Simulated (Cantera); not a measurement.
Feed: 1 mol MgCl2, 4.9 mol HCl, 1.1 mol N2, 25 mol H2, at 2123.15 K.

Cantera equilibrium calculation (NASA polynomials, part measured and part estimated; ideal gas, pure solids and liquids). Candidate condensed phases: Mg, MgCl2, NH4Cl; 18 gas species. The tables' values for MgH are old estimates; treat these amounts as uncertain. Equilibrium is a limit: real reactors are often held back by kinetics, nucleation or transport.

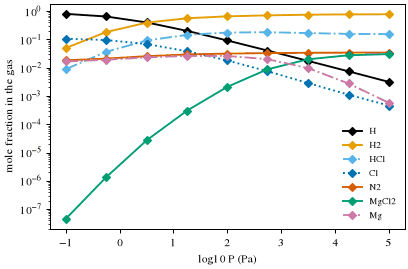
*Equilibrium gas composition (values under 1e-9 drawn at 1e-9)*

Problem. Read off the mole fractions at 0.000180 bar.

Solution. H2 about 0.56, H about 0.20, HCl about 0.15, Cl about 0.038, N2 about 0.029, Mg about 0.026, MgCl2 about 0.00030.
